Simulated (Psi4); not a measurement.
# HNO3 (SMILES O=[N+]([O-])O) at UMP2/aug-cc-pVDZ (sfX2C, Cholesky decomposition, density fitting for correlation, cachelevel 0)

Wanted: a single-point energy of HNO3. 

Program for the calculation: Psi4 1.11.

## 1. The molecule

HNO3 has 5 atoms, charge 0, and is taken as a singlet. SMILES: `O=[N+]([O-])O`. The shape is that of a GFN2-xTB optimisation. This is one conformer, not always the lowest.

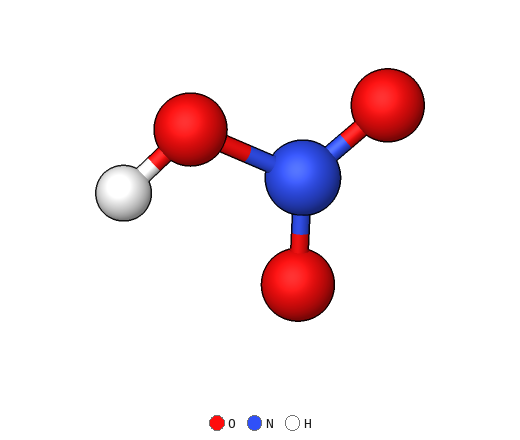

The structure, seen from a chosen angle (oxygen red, nitrogen blue, hydrogen white).

## 2. A single-point energy at UMP2/aug-cc-pVDZ (sfX2C, Cholesky decomposition, density fitting for correlation, cachelevel 0)

File input.dat:

```
memory 1600 mb

molecule {
  0 1
  O      1.318740    -0.318760     0.748000
  N      0.260500    -0.302640     0.238440
  O     -0.568430    -1.146740     0.163380
  O     -0.063720     0.904390    -0.372480
  H     -0.947090     0.863740    -0.777330
  symmetry c1
  no_reorient
  no_com
}

set {
  basis        aug-cc-pVDZ
  reference    uhf
  scf_type     cd
  freeze_core  true
  mp2_type     df
  cachelevel   0
  relativistic x2c
}

energy('mp2')
```

Started as:

```
$ psi4 -n 1 input.dat output.dat
```

Q: Predict the results. Wanted: total energy; HOMO energy; LUMO energy; HOMO–LUMO gap; correlation energy.

Answer, from the run:

At UMP2/aug-cc-pVDZ (sfX2C, Cholesky decomposition, density fitting for correlation, cachelevel 0), 4 core orbitals frozen:

| quantity | value |
| --- | --- |
| total energy | -280.45204 Eh |
| HOMO energy (Hartree–Fock orbitals) | -13.65 eV |
| LUMO energy (Hartree–Fock orbitals) | 0.78 eV |
| HOMO–LUMO gap (Hartree–Fock orbitals) | 14.44 eV |
| correlation energy (4 core orbitals frozen) | -779.7 mEh |
